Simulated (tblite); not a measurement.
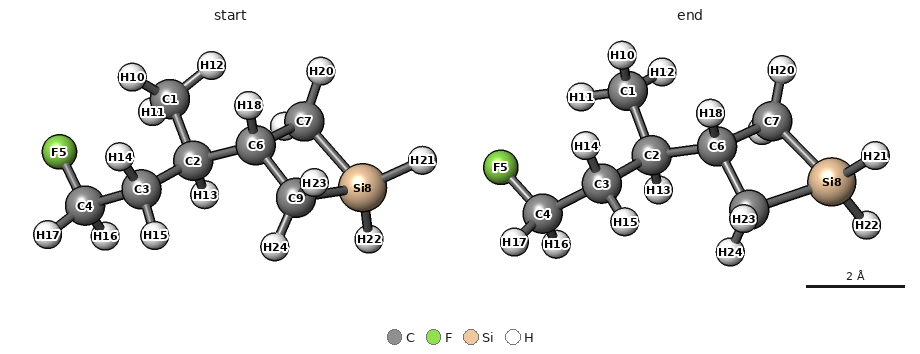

The structure of C7H15FSi before (left) and after (right) a relaxation, at one scale.

A ball-and-stick model, seen at a tilt.

These are results of GFN2-xTB geometry optimisation, gas phase in tblite, not measurements. 

> Summarise the run.

Over 125 geometry steps the energy falls by 0.999 eV. The atom that moves furthest after the best rigid fit is an H atom (1.00 Å). By element the largest moves are H 1.00 Å, F 0.63 Å, Si 0.40 Å, C 0.39 Å. Among the contacts that change: C–C 1.464 → 1.536 Å, C–C 1.486 → 1.547 Å, C–Si 1.864 → 1.910 Å, C–C 1.492 → 1.530 Å. Among the angles between lasting bonds that change: Si–C–H 108.8° → 118.6°, C–C–C 117.4° → 110.0°, C–C–H 118.4° → 111.4°. Groups turn about C–C by about 40°, C–C by about 25°. The run took 3.7 s on 1 thread of Intel(R) Xeon(R) Processor @ 2.50GHz, with other jobs on the host.
